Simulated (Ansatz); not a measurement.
## Fields on a plane of CoSn (CoSn type, space group P6/mmm)

```
CELL_PARAMETERS angstrom
      5.29399     0.00000     0.00000
     -2.64700     4.58473     0.00000
      0.00000     0.00000     4.23543
ATOMIC_POSITIONS crystal
  Co 0.50000 0.00000 0.00000
  Co 0.50000 0.50000 0.00000
  Co 0.00000 0.50000 0.00000
  Sn 0.00000 0.00000 0.00000
  Sn 0.33333 0.66667 0.50000
  Sn 0.66667 0.33333 0.50000
```

The slice is a (-1 1 0 0) plane (indices of the conventional cell) through the point (0.000, 0.500, 0.000) (fractional), spanned by u = [001] and v = [110] in vectors of this cell: u (4.24 Å) and v (5.29 Å, at 90° to u). It covers one period; positions are fractions (u, v).

Atoms on it: Co at (0.00, 0.50); Co at (0.00, 0.00). Other atoms lie within 1 Å of the plane.

Computed with PBE (plane waves to 420 eV, PAW, scalar-relativistic; Ansatz, an electronic-structure program). k mesh 10×10×11. These are valence fields of a PAW run, semicore shells included where kept as valence: close to a nucleus they are smooth pseudo fields. CoSn is run without spin polarisation. CoSn was relaxed with its symmetry unable to fall.

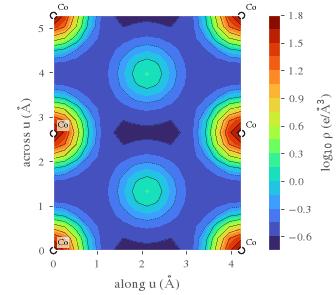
Figure: Log₁₀ of the valence density in e/Å³, one period of the plane, atoms marked. The scale is logarithmic, as a density can span decades between atoms and voids.

```
|xx6015665665106x|
|9620254333452026|
|0001543333345100|
|0024643333346420|
|4445633323336544|
|0024643333346420|
|0001543333345100|
|9620254333452026|
|xx6015665665106x|
|xx9005777775009x|
|xx6015665665106x|
|9620254333452026|
|0001543333345100|
|0024643333346420|
|4445633323336544|
|0024643333346420|
|0001543333345100|
|9620254333452026|
|xx6015665665106x|
|xx9005777775009x|
```
Scale: ten equal steps from 0.16 (start of '0') to 0.54 (end of '9'), in the order '0123456789'. Values: electron localisation function (ELF). The map has 16 points along u (one character each, u = 0 at the left) and 20 along v (v = 0 in the bottom row). Points within 0.5 Å of a nucleus are blanked (x), as the pseudised field means little there.

The density on the Co–Co line (2.65 Å) at its midpoint comes out as 0.28 e/Å³ and the ELF at that point is 0.34.
